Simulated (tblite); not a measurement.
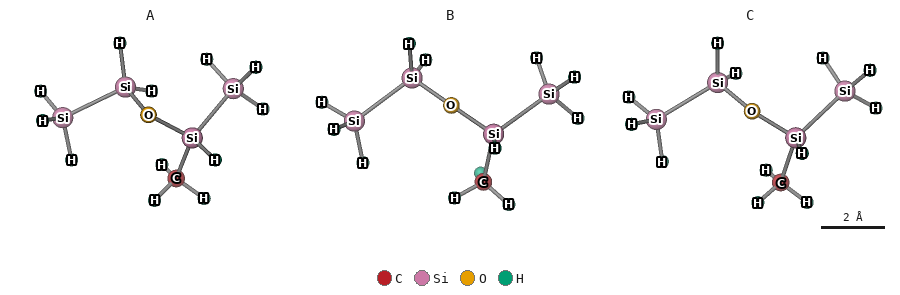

3 geometries from one relaxation of CH₁₂OSi₄, in shuffled order. Style: ball-and-stick. Shown face on.

Level of theory: GFN2-xTB geometry optimisation, gas phase (tblite). 

Order the frames from highest to lowest energy.

A, C, B. They are steps 0, 28, 112, at +1.317 eV, +0.078 eV relative to the last. The largest move after the best rigid fit is that of an H atom, 1.30 Å. By element the largest moves are H 1.30 Å, O 0.84 Å, Si 0.53 Å, C 0.25 Å. Some distances before and after: Si–Si 2.746 → 3.206 Å, Si–Si 2.219 → 2.307 Å, O–Si 1.710 → 1.623 Å, Si–Si 2.252 → 2.301 Å. Among the angles between lasting bonds that change: Si–O–Si 107.2° → 160.4°, H–Si–H 114.5° → 105.9°, O–Si–H 109.9° → 101.4°. Groups turn about Si–Si by about 25°, O–Si by about 20°, Si–Si by about 20°. Over 112 geometry steps the energy falls by 1.317 eV.
